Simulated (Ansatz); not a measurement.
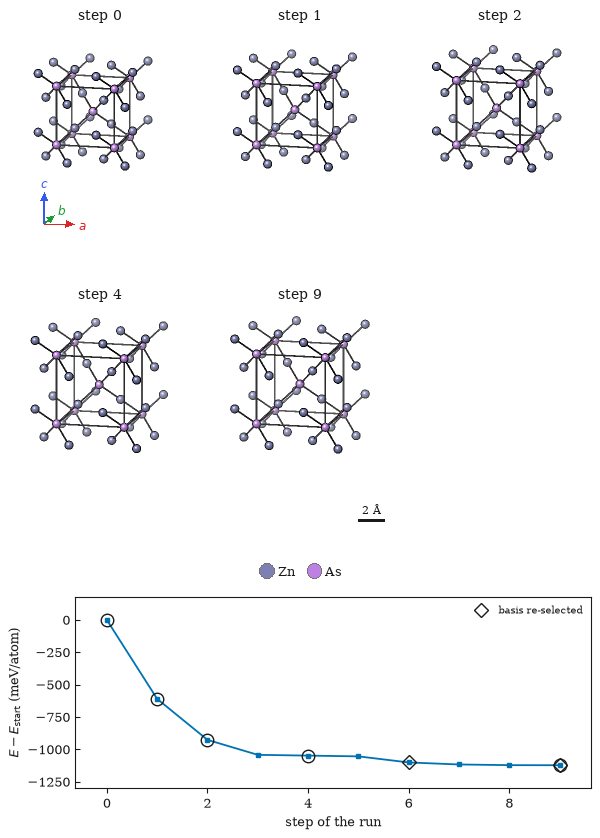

Frames of a relaxation of solid Zn₂As (a generated structure, set up in Pn-3m) (coarse preliminary run), marked on the history of the run. A ball-and-stick model of the cell of the calculation, seen slightly off an axis.

Level of theory: DFT PBE, scalar-relativistic, plane waves, PAW (Ansatz 0.2.0).

The input:
```yaml
crystal:
  lattice:
    - [4.66886742, 0.0, 0.0]
    - [0.0, 4.66886742, 0.0]
    - [0.0, 0.0, 4.66886742]
  atoms:
    - { symbol: Zn, position: [0.25, 0.25, 0.25] }
    - { symbol: Zn, position: [0.75, 0.75, 0.25] }
    - { symbol: Zn, position: [0.75, 0.25, 0.75] }
    - { symbol: Zn, position: [0.25, 0.75, 0.75] }
    - { symbol: As, position: [0.0, 0.0, 0.0] }
    - { symbol: As, position: [0.5, 0.5, 0.5] }
basis:
  ecutwfc: 420
kpoints:
  mp_grid: { grid: [4, 4, 4] }
hamiltonian:
  xc: pbe
scf:
  occupations: { method: gaussian, width: 0.1 }
  lower_state_search: "off"
output:
  forces: true
  stress: true
  eigenvalues: true
relax:
  adjacent_minimum: "off"
  f_tol: 0.04
  max_steps: 70
  cell: { stress_tol: 0.4 }
```

Launched with:
```bash
ansatz run input.yaml --threads 1 --pin off --max-ram 2048MiB --backend cpu --events-out ev --progress --plain --runs-dir out
```

Question: What happens along the run?

Answer: No atom moves by more than 0.005 Å relative to the cell. The drawn cell changes as follows: a = b = c 4.669 → 5.550 Å (+18.9 %); the volume changes by +68.0 %. Among the contacts that change: Zn1–As5 2.022 → 2.403 Å. The space group stays Pn-3m (No. 224). After 7 accepted moves (9 points after the start) the energy has fallen by 1122 meV per atom. All forces vanish by symmetry, so only the cell relaxes. The pressure goes from 51.70 to 0.19 GPa. The SCF was repeated twice at an unchanged geometry on a basis and grid sized afresh for the cell, which shifted the energy by 46.9 meV per atom at most. From step 0 to 1: volume +15.3 %, energy −609 meV per atom. From step 1 to 2: volume +14.6 %, energy −316 meV per atom. From step 2 to 4: volume +20.8 %, energy −122 meV per atom. From step 4 to 9: volume +5.2 %, energy −74.3 meV per atom.

| step | E − E(0), meV/atom | pressure, GPa | volume, Å³/atom | note |
| --- | --- | --- | --- | --- |
| 0 | 0.00 | 51.70 | 16.962 |  |
| 1 | -609.21 | 26.14 | 19.566 |  |
| 2 | -925.60 | 11.04 | 22.423 |  |
| 3 | -1041.25 | 3.35 | 25.096 |  |
| 4 | -1047.26 | -2.19 | 27.096 |  |
| 5 | -1053.13 | 0.05 | 26.267 |  |
| 6 | -1100.00 | 3.14 | 26.267 | same geometry, new basis |
| 7 | -1115.71 | 1.49 | 27.397 |  |
| 8 | -1120.92 | 0.22 | 28.496 |  |
| 9 | -1121.53 | 0.19 | 28.496 | same geometry, new basis |
